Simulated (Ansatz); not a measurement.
**Errors in the dipole moment**

10 molecules with halogens; the dipole moment in D, computed less measured. Shapes, held fixed at every level: PBE0-D4/def2-TZVP. No vibrational averaging. Dipoles are compared by magnitude; molecules under 1 D, whose direction can flip, are left out. Programs: Ansatz 0.2.0. Measured values: NIST CCCBDB.

Levels: A = PBE-D4/def2-TZVPP; B = r2SCAN-D4/def2-TZVPP; C = B3LYP-D4/def2-TZVPP; D = wB97M-V/def2-TZVPP.

```csv
molecule,measured,A,B,C,D
HOF (hypofluorous acid),2.23,-0.35,-0.30,-0.27,-0.27
AsF3 (SMILES F[As](F)F),2.59,-0.32,-0.28,-0.06,-0.06
CH2Cl2 (dichloromethane),1.60,-0.04,+0.06,+0.03,+0.03
CH3Br (bromomethane),1.81,+0.02,+0.14,+0.08,+0.08
CH3Cl (chloromethane),1.87,-0.05,+0.05,+0.01,+0.01
CH3F (fluoromethane),1.85,-0.18,-0.12,-0.05,-0.07
SiH2Cl2 (SMILES Cl[SiH2]Cl),1.13,-0.09,-0.02,+0.01,0.00
C2H2F2 (SMILES C=C(F)F),1.38,-0.39,-0.34,-0.21,-0.24
C2H3Cl (SMILES C=CCl),1.45,-0.19,-0.09,-0.10,-0.07
C2H5Cl (chloroethane),2.05,-0.07,+0.05,-0.01,-0.01
```

(1) Sum up the errors.

Results:

(1) 
```json
{"level": "PBE-D4/def2-TZVPP", "kind": "GGA", "mean error": "-0.166", "mean absolute error": "0.170", "worst case": "C2H2F2"}
{"level": "r2SCAN-D4/def2-TZVPP", "kind": "meta-GGA", "mean error": "-0.085", "mean absolute error": "0.145", "worst case": "C2H2F2"}
{"level": "B3LYP-D4/def2-TZVPP", "kind": "global hybrid", "mean error": "-0.057", "mean absolute error": "0.083", "worst case": "HOF"}
{"level": "wB97M-V/def2-TZVPP", "kind": "range-separated hybrid", "mean error": "-0.060", "mean absolute error": "0.084", "worst case": "HOF"}
```

On this set B3LYP-D4/def2-TZVPP has the smallest mean absolute error and PBE-D4/def2-TZVPP the largest. PBE-D4/def2-TZVPP is too low in 9 of 10. All levels miss HOF on one side, which points to its shape or to the tabulated value. All levels miss C2H2F2 on one side, which points to its shape or to the tabulated value. The tabulated value of HOF is in doubt (older tables, estimates, or at odds with other calculations) and kept here. Over the 9 molecules whose values aren't doubted the mean absolute errors are A 0.150; B 0.128; C 0.062; D 0.063. The smallest two are near a tie. The largest two are near a tie. Relativity is left out for As, Br. The set is small.

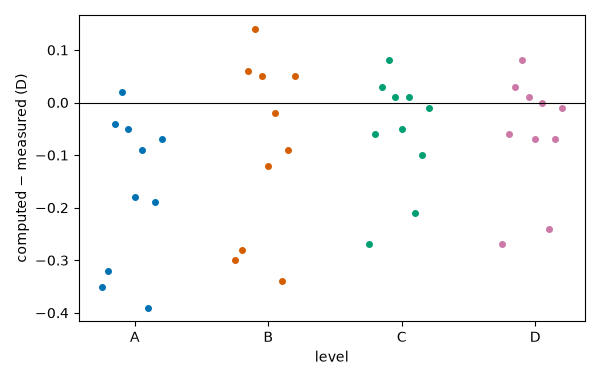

Errors of each level, one point a molecule.
